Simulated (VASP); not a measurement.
Band structure of PtS$_{2}$ (1T layered). Level of theory: LDA (Ceperley-Alder, Perdew-Zunger) with spin-orbit coupling, VASP's LDA PAW potentials (set 64) (plane waves; VASP).

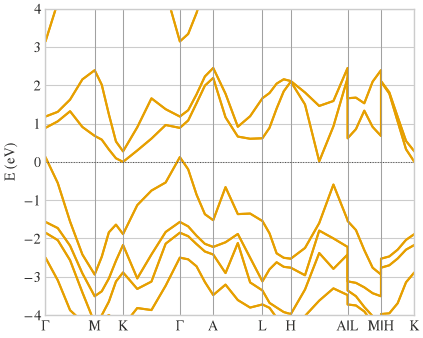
Figure. Bands along high-symmetry lines, zero at the valence-band maximum or, without a gap, the Fermi level

### Question
Read the plot: is there a gap, and where are the band edges?

### Answer
It has no gap at this level: it comes out as a metal or semimetal.

The compound is PtS2 in the 1T layered structure. It was relaxed first, which changed the volume by -9 %.
